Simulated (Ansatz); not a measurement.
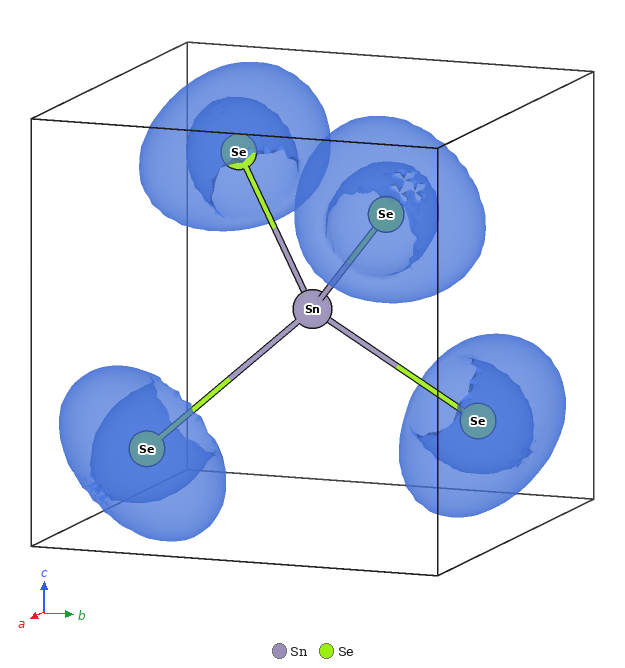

The picture shows: SnSe$_{4}$. Isosurface of the electron localisation function at 0.75 (blue), seen slightly off an axis. Core shells and regions of very low density are left out. Sticks mark near contacts.

Space group P-43m; a structure generated by program, which may or may not match a known phase.

Theory: Ansatz, DFT PBE, scalar-relativistic, plane waves, PAW.

Where are the electrons localised?

The surface consists of four regions wrapped around Se (the valence shell of each), counted in one cell of 5 atoms. Regions shared between cells count once. Along the contacts the grid gives the following. Sn–Se (2.61 Å): the ELF is about 0.55 at the midpoint.
